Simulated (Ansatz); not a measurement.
A family of molecules: the atomisation energy (no zero-point term)

One atom is swapped for its congeners: BH2F `BF`; BH2Cl `BCl`; BH2Br `BBr`; BH2I `BI`. All are singlets with charge 0.

Shapes, held fixed at every level: PBE0-D4/def2-TZVP. Programs: Ansatz 0.2.0. Values in eV.

```tsv
level	BH2F	BH2Cl	BH2Br	BH2I
SPW92/def2-TZVPP	16.74	14.49	13.78	12.99
PBE-D4/def2-TZVPP	15.08	13.12	12.45	11.72
r2SCAN-D4/def2-TZVPP	14.99	13.12	12.47	11.69
B2PLYP/def2-TZVPP	14.92	12.93	12.26	11.52
CCSD(T)/def2-SVP	14.36	12.44	11.78	10.99
CCSD(T)/def2-TZVPP	14.61	12.67	12.06	11.33
```

At CCSD(T)/def2-TZVPP the atomisation energy falls at every step, from 14.61 to 11.33 eV. Every level shows the same order. For atoms past krypton def2 sets carry core potentials with scalar relativity. Relativity is left out for Br unless named. Correlated rows may include outer-core shells of Br, I, which these sets cover unevenly. Spin-orbit coupling, which grows down the group, is left out (summed over each molecule's free atoms 0.02, 0.04, 0.15, 0.32 eV).

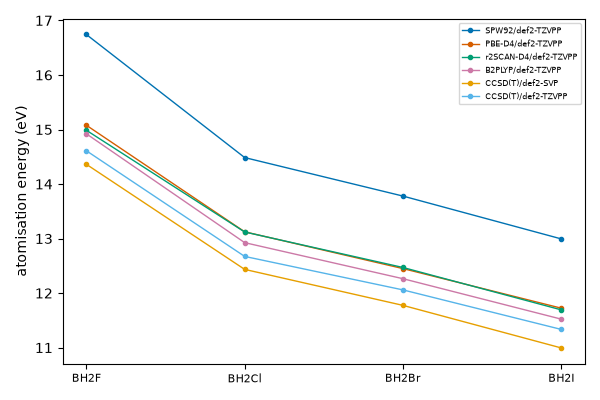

The trend along the series, level by level.
